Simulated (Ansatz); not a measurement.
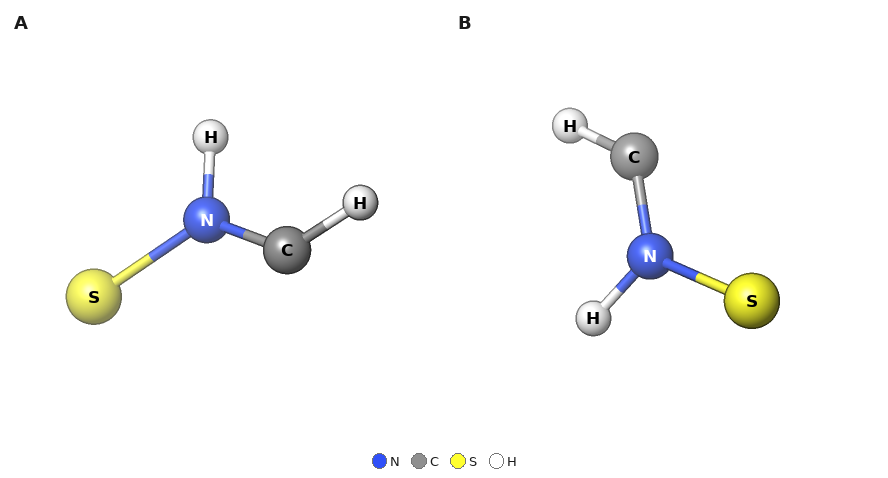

Distant atoms are faded towards the background colour. Charge 0, doublet. The geometry was computed by an optimisation with PBE0-D4/def2-TZVP. No frequency run is at hand to confirm it as a minimum.

> How are A and B related: the same structure turned, mirror images, conformers, diastereomers or constitutional isomers?

They are the same structure, CH2NS, seen from two directions. With point group Cs it is achiral, so its mirror image would be the same too.
